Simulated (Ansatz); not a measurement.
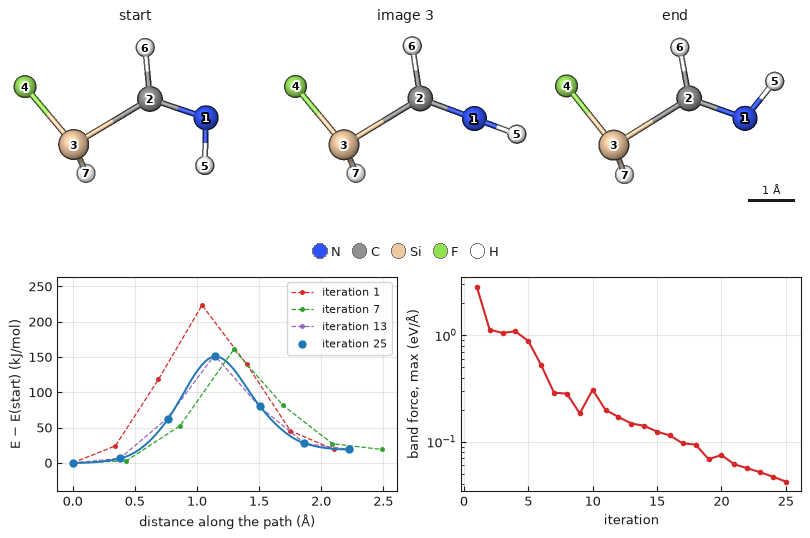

A search for the minimum-energy path of CH3FNSi (charge −1) by the nudged elastic band. Images are numbered from 0 (start) to 6 (end). The plot follows the band through its iterations. The picture is a ball-and-stick view, seen from a free direction.

Theory: RKS r2SCAN-D4/def2-SVP (Ansatz 0.2.0). Set-up: 5 movable images; climbing image; force threshold 0.05 eV/Å; iteration limit 60; starting path by straight interpolation.

Did the band converge, and can the barrier be trusted?

The run is converged, with reservations. The band converged in 25 iterations. The largest component of the band force went from 2.9 to 0.042 eV/Å. The climbing image converged on the top of the path. Its curvatures weren't checked. The straight starting path can push atoms close together and costs iterations. The first iteration put the highest image at 223.5 kJ/mol. The energy climbs by 150.8 kJ/mol to image 3 and then falls by 131.7 kJ/mol, so the end point sits at +19.1 kJ/mol.

Limits of the set-up: the basis has no diffuse functions, which an anion needs.
